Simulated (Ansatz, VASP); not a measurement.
# Cross-check of SiC between VASP and Ansatz, part 2 of 2

Aim: how closely do two programs agree when they are given the same cell, functional and k mesh?  Valence electrons are named where the data sets of a main pair hold unlike numbers.

VASP 6.6.1 and Ansatz 0.2.0.

So far: The structure; VASP: band structure, r2SCAN.

**3. Ansatz: band structure, r2SCAN**

Level of this step: Ansatz beside VASP: Kohn-Sham DFT, plane waves, r2SCAN (Ansatz).

Ansatz runs on its default PAW (the set named soft_2) files.

The same cell, functional, mesh and smearing now go to Ansatz, which takes its cutoff from its data sets.

Contents of input.yaml:

```yaml
crystal:
  lattice:
    - [3.079, 0.0, 0.0]
    - [-1.5395, 2.6664922183, 0.0]
    - [0.0, 0.0, 20.146]
  atoms:
    - { symbol: Si, position: [0.3333333333, 0.6666666667, 0.25] }
    - { symbol: Si, position: [0.6666666667, 0.3333333333, 0.75] }
    - { symbol: Si, position: [0.3333333333, 0.6666666667, 0.625] }
    - { symbol: Si, position: [0.6666666667, 0.3333333333, 0.125] }
    - { symbol: Si, position: [0.0, 0.0, 0.0] }
    - { symbol: Si, position: [0.0, 0.0, 0.5] }
    - { symbol: Si, position: [0.3333333333, 0.6666666667, 0.875] }
    - { symbol: Si, position: [0.6666666667, 0.3333333333, 0.375] }
    - { symbol: C, position: [0.3333333333, 0.6666666667, 0.969] }
    - { symbol: C, position: [0.6666666667, 0.3333333333, 0.469] }
    - { symbol: C, position: [0.0, 0.0, 0.094] }
    - { symbol: C, position: [0.0, 0.0, 0.594] }
    - { symbol: C, position: [0.3333333333, 0.6666666667, 0.344] }
    - { symbol: C, position: [0.6666666667, 0.3333333333, 0.844] }
    - { symbol: C, position: [0.3333333333, 0.6666666667, 0.719] }
    - { symbol: C, position: [0.6666666667, 0.3333333333, 0.219] }
hamiltonian:
  xc: r2scan
  pseudopotentials: { kind: paw }
kpoints:
  mp_grid: { grid: [6, 6, 1] }
  band_path:
    path:
      - [0.0, 0.0, 0.0]
      - [0.14286, 0.0, 0.0]
      - [0.28571, 0.0, 0.0]
      - [0.5, 0.0, 0.0]
      - [0.47619, 0.04762, 0.0]
      - [0.40476, 0.19048, 0.0]
      - [0.35714, 0.28571, 0.0]
      - [0.28571, 0.28571, 0.0]
      - [0.19048, 0.19048, 0.0]
      - [0.04762, 0.04762, 0.0]
      - [0.0, 0.0, 0.0]
      - [0.0, 0.0, 0.14286]
      - [0.0, 0.0, 0.35714]
      - [0.0, 0.0, 0.5]
      - [0.14286, 0.0, 0.5]
      - [0.28571, 0.0, 0.5]
      - [0.5, 0.0, 0.5]
      - [0.47619, 0.04762, 0.5]
      - [0.40476, 0.19048, 0.5]
      - [0.35714, 0.28571, 0.5]
      - [0.33333, 0.33333, 0.5]
      - [0.19048, 0.19048, 0.5]
      - [0.09524, 0.09524, 0.5]
      - [0.5, 0.0, 0.5]
      - [0.5, 0.0, 0.35714]
      - [0.5, 0.0, 0.14286]
      - [0.5, 0.0, 0.0]
      - [0.33333, 0.33333, 0.14286]
      - [0.33333, 0.33333, 0.28571]
      - [0.33333, 0.33333, 0.5]
    npoints: 1
scf:
  occupations: { method: gaussian, width: 0.01 }
  n_extra_bands: 14
output:
  forces: true
  stress: true
  eigenvalues: true
```

The run is started by

```sh
> ansatz run input.yaml --threads 4 --pin off --max-ram 9216MiB --backend cpu --events-out ev --progress --plain --runs-dir out
```

Numbers of over 12 decimals in the logs are rounded to 6 here.

Output:

```text
scf.n_extra_bands = 14 over 32 filled bands (N_el = 64.0): the run solves 46 bands
Engine: ansatz 0.2.0, aarch64-unknown-linux-gnu
Pseudopotentials: kind: paw
Pseudopotential: Si, paw, valence charge 4, recommended cutoff 500 eV (meta_gga), Si.paw.azcp
Pseudopotential: C, paw, valence charge 4, recommended cutoff 500 eV (meta_gga), C.paw.azcp
Functional definition: r2SCAN
  parameter k0 = 0.174
  parameter k1 = 0.065
  parameter a1 = 4.9479
  exchange = r2scan_x(k0 = k0, k1 = k1, a1 = a1)
  correlation = r2scan_c
Crystal: 16 atoms, lattice volume = 165.401 Å³
Basis set: ecut = 500 eV, 4225 PW (Γ), exchange–correlation on 96×96×600 points (64 copies of the dense FFT grid, shifted against one another)
Bands: 46, of which v1, the nominal top of the filled ones, is band 32 counted from 1 (31 counted from 0)
Symmetry: 12 space group operations
Space group: P63mc (ITA 186), of the structure as read, at distance tolerance 5.5e-5 Å
k-points: 7 of 36
Non-local potential: Si, projectors of the file, l = 0: 2, l = 1: 2, l = 2: 2
Non-local potential: C, projectors of the file, l = 0: 2, l = 1: 2, l = 2: 1
PAW form: soft (Blöchl's): semilocal exchange-correlation on the pseudo side does not see the compensation charge
PAW frozen core: Si, regenerated for the run's functional (the file was generated under x = pbe(κ = 0.804, μ = 0.219515), c = pbe(β = 0.066725))
PAW frozen core: C, regenerated for the run's functional (the file was generated under x = pbe(κ = 0.804, μ = 0.219515), c = pbe(β = 0.066725))
PAW one-centre angular grid: Si, 302 points (default); XC on 160 Gauss nodes
PAW one-centre angular grid: C, 302 points (default); XC on 239 of its mesh's 2573 points in the sphere
Initial density: superposition of atomic densities (neutral atoms: chi_scale 0, normalization atom), corrected by the library's trained network
Initial wavefunctions: pseudopotential atomic-orbital guess
Functional: x = r2scan, c = r2scan; τ floored in thin density (d = 2e-4 eV/Å³)
SCF iter   1: F=—  HF=-7130.275732 eV  |F-HF|=—  |Δ(HF+E_count)|=         —  Δρ=5.87e-3  dr2=3.91e-2  dr2_τ=1.56e0  ethr=1.77e-3  ⟨swp⟩=7.3  Hψ=1626  notcnv=0  defer=13
preconditioner: auto → none  [insulator: Δε(μ)=2.083 eV  Ē_g=12.516 eV  σ=0.010 eV  W_gap=1.00  n_scr=14 (ndim 8)  ℏωp=23.1 eV  f_vac=0.000  D(μ)=0.00/eV (n_scr^D=0)  ε∞_Penn≈4.4]
SCF iter   2: F=—  HF=-7130.632511 eV  |F-HF|=—  |Δ(HF+E_count)|=   3.57e-1  Δρ=4.08e-3  dr2=1.55e-2  dr2_τ=3.17e-4  ethr=6.11e-5  ⟨swp⟩=3.1  Hψ=680  notcnv=0  defer=60
SCF iter   3: F=—  HF=-7130.638776 eV  |F-HF|=—  |Δ(HF+E_count)|=   6.26e-3  Δρ=1.80e-3  dr2=3.18e-2  dr2_τ=4.18e-4  ethr=2.42e-5  ⟨swp⟩=3.4  Hψ=573  notcnv=0  defer=60
SCF iter   4: F=—  HF=-7130.632796 eV  |F-HF|=—  |Δ(HF+E_count)|=   5.98e-3  Δρ=6.58e-4  dr2=2.19e-3  dr2_τ=3.04e-5  ethr=2.42e-5  ⟨swp⟩=3.7  Hψ=554  notcnv=0  defer=60
SCF iter   5: F=—  HF=-7130.632390 eV  |F-HF|=—  |Δ(HF+E_count)|=   4.06e-4  Δρ=2.35e-4  dr2=8.20e-5  dr2_τ=9.24e-6  ethr=3.42e-6  ⟨swp⟩=2.7  Hψ=529  notcnv=0  defer=60
SCF iter   6: F=—  HF=-7130.632322 eV  |F-HF|=—  |Δ(HF+E_count)|=   6.77e-5  Δρ=6.44e-5  dr2=3.69e-6  dr2_τ=1.68e-7  ethr=1.28e-7  ⟨swp⟩=2.0  Hψ=490  notcnv=0  defer=60
SCF iter   7: F=—  HF=-7130.632323 eV  |F-HF|=—  |Δ(HF+E_count)|=   9.38e-7  Δρ=1.88e-5  dr2=7.08e-7  dr2_τ=3.83e-8  ethr=5.77e-9  ⟨swp⟩=2.0  Hψ=471  notcnv=0  defer=60
SCF iter   8: F=-7130.632323 eV  HF=-7130.632323 eV  |F-HF|=2.24e-8  |Δ(HF+E_count)|=   7.11e-8  Δρ=6.91e-6  dr2=7.44e-8  dr2_τ=1.15e-9  ethr=1.56e-10  ⟨swp⟩=13.7  Hψ=1892  notcnv=0
SCF 1 converged in 8 iterations: F = -7130.632323 eV  dr2 = 7.44e-8
  greatest PAW one-centre occupation: 0.659 electrons in one spin orbital (limit 2), on the C atom at site 13 (counted from 0), in its partial waves of l = 0
NSCF: frozen V_eff on 30 k-points
SCF converged after 8 iterations
Free energy (F): -7130.632323 eV
Harris-Foulkes:  -7130.632323 eV  (|F-HF|=2.24e-8)
Internal energy: -7130.632323 eV  (E = F + TS)
E sigma→0 (E₀):  -7130.632323 eV
Fermi energy:    10.472761 eV
--- Per-component energies (eV) ---
  E_band       = 204.439345
  E_kinetic    = 1088.452808
  E_local      = -830.553771  (includes V_loc(G=0)·N_el)
  E_nonlocal   = 402.806103
  E_hartree    = 260.731171
  E_xc         = -810.878599
  E_vxc        = -949.127716  (∫ρ·V_xc dr)
  E_paw        = -4962.342676  (= ΣΔE_a)
  E_vpaw       = -73.153319  (= ΣTr[D̂ρ^β])
  E_aug_tail   = 0.000066  (compensation charges beyond the density's cutoff)
  E_vtau       = 44.550021  (kinetic-family band-sum trace: ∫τ·v_τ [+ j·A + Jᵃ·Aᵃ] dr)
  E_ewald      = -2278.037772
  E_core_change = -0.809654  (= ΣΔE_core)
  E_smearing   = -0.000000  (= −TS)
  E_closure    = -0.000000  (closes the sum)
  Σ components = -7130.632323   (vs F -7130.632323, Δ=0.00e0)
--- Forces (eV/Å), atoms counted from 1 ---
  atom   1  Si     0.00000000    -0.00000000     0.08156005
  atom   2  Si    -0.00000000     0.00000000     0.08156005
  atom   3  Si    -0.00000000     0.00000000     0.06669356
  atom   4  Si     0.00000000    -0.00000000     0.06669356
  atom   5  Si     0.00000000    -0.00000000     0.07755250
  atom   6  Si    -0.00000000     0.00000000     0.07755250
  atom   7  Si     0.00000000    -0.00000000     0.06828836
  atom   8  Si    -0.00000000     0.00000000     0.06828836
  atom   9  C     -0.00000000     0.00000000    -0.08867556
  atom  10  C     -0.00000000    -0.00000000    -0.08867556
  atom  11  C     -0.00000000     0.00000000    -0.06950934
  atom  12  C     -0.00000000    -0.00000000    -0.06950934
  atom  13  C      0.00000000    -0.00000000     0.03057234
  atom  14  C     -0.00000000     0.00000000     0.03057234
  atom  15  C      0.00000000    -0.00000000    -0.16645922
  atom  16  C     -0.00000000     0.00000000    -0.16645922
  max |Σ_I F_I| component: 4.54e-5 eV/Å
--- Stress (GPa, compression-positive) ---
        0.159918       0.000000       0.000000
       -0.000000       0.159918      -0.000000
        0.000000      -0.000000      -0.600190
  P = ⅓ Tr σ = -0.0935 GPa (-0.935 kbar)
--- Band table (eV; the first three rows and the last of 7) ---
  k-point 0: bands = [... 28 lower, 9.2204, 9.4022, 9.4022, 9.4049, 15.1844, 15.2496, 15.5844, 15.8485, ... 10 higher]
  k-point 1: bands = [... 28 lower, 8.8192, 8.8610, 9.1052, 9.1585, 14.6552, 14.8881, 14.9098, 15.3915, ... 10 higher]
  k-point 2: bands = [... 28 lower, 8.1094, 8.1451, 8.3486, 8.5459, 12.5302, 12.5886, 13.2382, 13.5714, ... 10 higher]
  k-point 6: bands = [... 28 lower, 6.8271, 6.8896, 7.1798, 7.1798, 13.1203, 13.8701, 13.9855, 13.9855, ... 10 higher]
```

Elapsed: 16 s, on 4 threads of Arm Neoverse N1, shared host; peak memory 0.82 GiB; 63 s of CPU time.

Reading the cycles: dr2 is the Hartree energy of the density residual (eV), the measure of convergence; HF is the Harris–Foulkes estimate of the energy, which meets the free energy F at convergence.

**4. Differences**

Known differences besides the potentials themselves: VASP keeps PBE cores, Ansatz makes them for the functional; the cutoff is 500 eV in Ansatz and 440 eV in VASP. Total energies have different zeros and are not compared.

The two programs side by side:

| quantity | Ansatz | VASP | difference |
| --- | --- | --- | --- |
| gap over the path points (eV) | 2.136 | 2.143 | -0.007 |

Forces on 8 of the 16 atoms, those with the largest forces and the largest differences (eV/Å; atoms numbered as in POSCAR):

| atom | Ansatz x, y, z | VASP x, y, z |
| --- | --- | --- |
| Si1 | 0.000, 0.000, 0.082 | 0.000, 0.000, 0.080 |
| Si2 | 0.000, 0.000, 0.082 | 0.000, 0.000, 0.080 |
| Si6 | 0.000, 0.000, 0.078 | 0.000, 0.000, 0.077 |
| C9 | 0.000, 0.000, -0.089 | 0.000, 0.000, -0.088 |
| C10 | 0.000, 0.000, -0.089 | 0.000, 0.000, -0.088 |
| C14 | 0.000, 0.000, 0.031 | 0.000, 0.000, 0.031 |
| C15 | 0.000, 0.000, -0.166 | 0.000, 0.000, -0.166 |
| C16 | 0.000, 0.000, -0.166 | 0.000, 0.000, -0.166 |

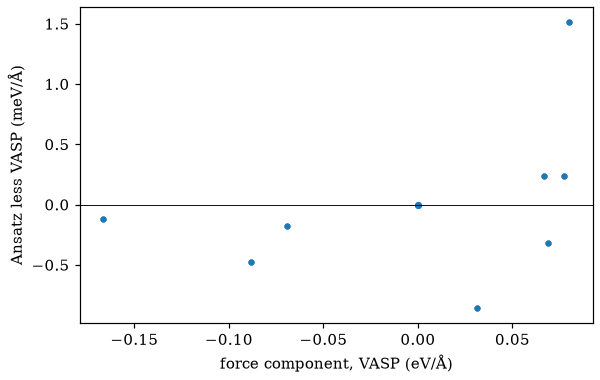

Difference of the force components against their size.

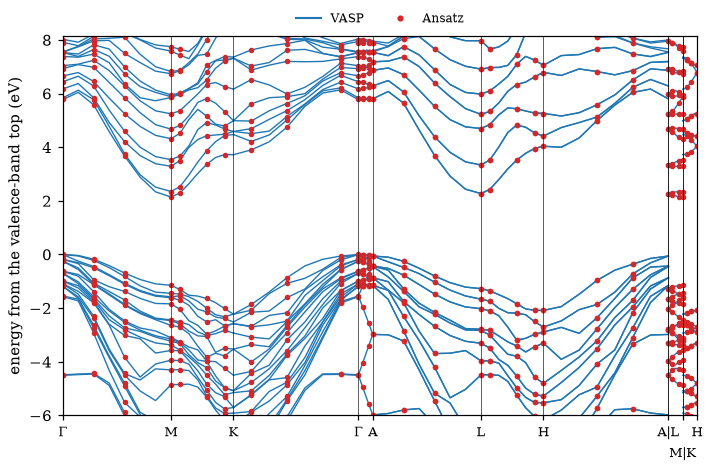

Bands from VASP (lines) and levels from Ansatz (dots). Dots without a line are higher empty bands that the VASP plot leaves out.

Levels at points of the path, from each program's valence-band top (eV; 4 filled, then empty):

| k (reciprocal lattice) | Ansatz | VASP |
| --- | --- | --- |
| 0.000 0.000 0.000 | -0.18 0.00 0.00 0.00 5.78 5.84 6.18 | -0.19 0.00 0.00 0.00 5.77 5.84 6.17 |
| 0.143 0.000 0.000 | -0.49 -0.45 -0.22 -0.17 5.58 5.77 5.84 | -0.50 -0.45 -0.22 -0.18 5.58 5.77 5.84 |
| 0.286 0.000 0.000 | -1.11 -1.07 -0.82 -0.69 3.66 3.74 4.20 | -1.11 -1.07 -0.82 -0.69 3.67 3.75 4.20 |
| 0.500 0.000 0.000 | -1.61 -1.58 -1.45 -1.15 2.14 2.34 3.28 | -1.62 -1.58 -1.45 -1.15 2.14 2.35 3.29 |
| 0.476 0.048 0.000 | -1.70 -1.54 -1.48 -1.31 2.28 2.52 3.50 | -1.70 -1.54 -1.48 -1.31 2.29 2.53 3.50 |
| 0.405 0.190 0.000 | -2.51 -2.14 -2.00 -1.64 3.36 3.86 4.42 | -2.52 -2.14 -2.01 -1.64 3.36 3.87 4.43 |
| 0.357 0.286 0.000 | -2.66 -2.39 -2.32 -2.01 3.72 4.43 4.48 | -2.66 -2.39 -2.32 -2.02 3.72 4.43 4.48 |
| 0.286 0.286 0.000 | -2.68 -2.15 -2.07 -1.86 3.90 4.21 4.50 | -2.68 -2.15 -2.08 -1.86 3.90 4.21 4.51 |
| 0.190 0.190 0.000 | -2.17 -1.60 -1.07 -0.86 4.74 5.01 5.14 | -2.18 -1.61 -1.08 -0.87 4.75 5.02 5.15 |
| 0.048 0.048 0.000 | -0.39 -0.21 -0.12 -0.06 6.14 6.22 6.43 | -0.39 -0.21 -0.12 -0.06 6.14 6.21 6.42 |

The forces differ by 0.4 meV/Å r.m.s., which is 0.7 % of the r.m.s. force of 0.051 eV/Å (both taken over all components). Among the levels compared at these points, filled levels agree within 4 meV and empty ones within 8 meV. Not compared: the pressure (VASP's GW data sets at this cutoff don't carry it).

**5. What the set-up changes**

Further runs change the set-up of one program: Ansatz's method, potentials or start, or VASP's data sets, cutoff or form of LDA. The table gives Ansatz less VASP for each quantity, since a change that brings one quantity closer may part another.

| run | r.m.s. force difference (meV/Å) | gap over the path points (eV) |
| --- | --- | --- |
| as above | 0.38 | -0.0075 |
| cores kept as stored | 0.17 | -0.0033 |
| Ansatz's larger PAW set (cutoff 800 eV) | 0.53 | 0.0030 |
| norm-conserving potentials (cutoff 1200 eV) | 0.38 | 2.0e-4 |

**6. What came out**

```
largest difference of a filled level at the path points (band structure, r2SCAN) : 4.4 meV
```

What this shows: The largest difference of a filled level at the path points is 4.4 meV (band structure, r2SCAN), within the 80 meV picked in this series as the mark of a large difference. Band structure, r2SCAN, cores kept as stored: r.m.s. force difference goes from 0.38 to 0.17 meV/Å; the difference in gap over the path points goes from -0.0075 to -0.0033 eV. Band structure, r2SCAN, Ansatz's larger PAW set (cutoff 800 eV): r.m.s. force difference goes from 0.38 to 0.53 meV/Å; the difference in gap over the path points goes from -0.0075 to 0.0030 eV. Band structure, r2SCAN, norm-conserving potentials (cutoff 1200 eV): the difference in gap over the path points goes from -0.0075 to 2.0e-4 eV. Such differences can come from data sets, numerical settings and the points named under the comparisons, not from the functional's error against experiment.

[Lines on the potential files, build, host, timing and source positions are cut from VASP's logs without a mark.]

[Logs are printed without paths, hosts, clocks, repeated set-up lines and the standing remarks that a program may print on its own settings, such as how far it seeks lower states.]

[Hosts, paths, dates, database ids (printed as entryN), source tags and the programs' standing remarks are cut or masked in the printed files.]
